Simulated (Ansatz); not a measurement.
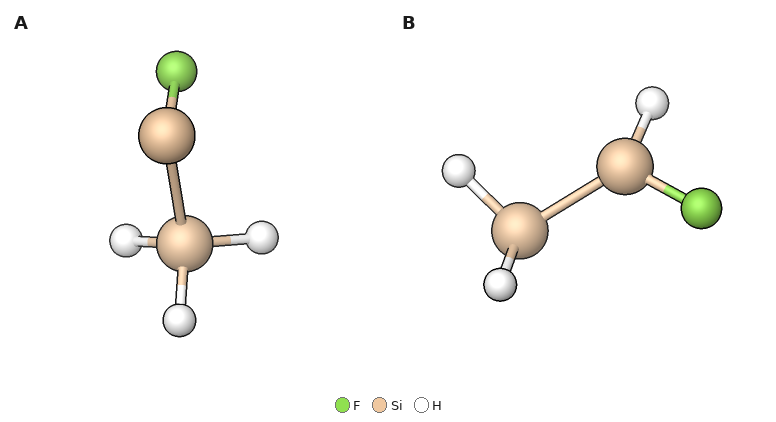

2 stationary structures of one formula. Geometries: PBE-D4/def2-SVP. Electronic energies: PBE-D4/def2-SVP (Ansatz 0.2.0), without zero-point energy. No frequency run is at hand to confirm each as a minimum.

> Rank them by energy, lowest first.

A is lowest (Cs); B lies 0.8 kcal/mol above it (C1).
